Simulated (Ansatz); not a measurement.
Dissociation curve of BH, singlet.

Computed with: RKS-B3LYP = restricted B3LYP/def2-TZVP (Ansatz, a program for electronic structure); RKS-PBE = restricted PBE/def2-TZVP run with Ansatz; UCCSD(T) = CCSD(T) on UHF/def2-TZVP, frozen core (Ansatz); UKS-PBE = unrestricted PBE/def2-TZVP (Ansatz); UKS-B3LYP = Ansatz with unrestricted B3LYP/def2-TZVP; FCI = full CI/def2-TZVP, frozen core (Ansatz).

Cost and accuracy over the 22 points of the scan, with FCI as yardstick. Costs are rough ratios of core time within Ansatz on shared cores, each with its mean field (Kohn-Sham runs search longer for lower solutions than correlated ones do); the miss is the largest error against full CI of the curve after the mean shift, in kcal/mol.

### Question
Which of them comes closest to FCI within 2 times the cost of the cheapest?

### Answer
RKS-PBE, 23.5 kcal/mol off at most.

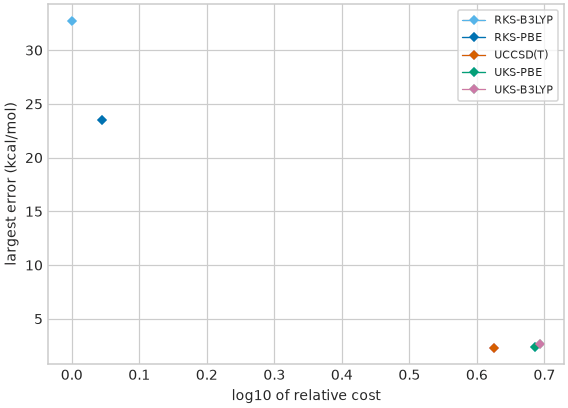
Miss against cost, one point a level.

| level | relative cost | largest error |
|---|---|---|
| RKS-B3LYP | 1 | 32.8 |
| RKS-PBE | 1 | 23.5 |
| UCCSD(T) | 4 | 2.3 |
| UKS-PBE | 5 | 2.4 |
| UKS-B3LYP | 5 | 2.6 |

Costs within a factor of two of each other count as equal.

The restricted form behind RKS-B3LYP, RKS-PBE keeps the bonding electrons paired and can't separate into open-shell fragments. The unrestricted determinant behind UCCSD(T) is spin-contaminated at 0.99 to 5.03 Å (<S²> up to 1.0, against 0.00 for a pure singlet). The unrestricted determinant behind UKS-PBE is spin-contaminated at 0.99 to 1.44, 2.48 to 5.03 Å (<S²> up to 1.0, against 0.00 for a pure singlet). The unrestricted determinant behind UKS-B3LYP is spin-contaminated at 0.99 to 1.28, 2.24 to 5.03 Å (<S²> up to 1.0, against 0.00 for a pure singlet).
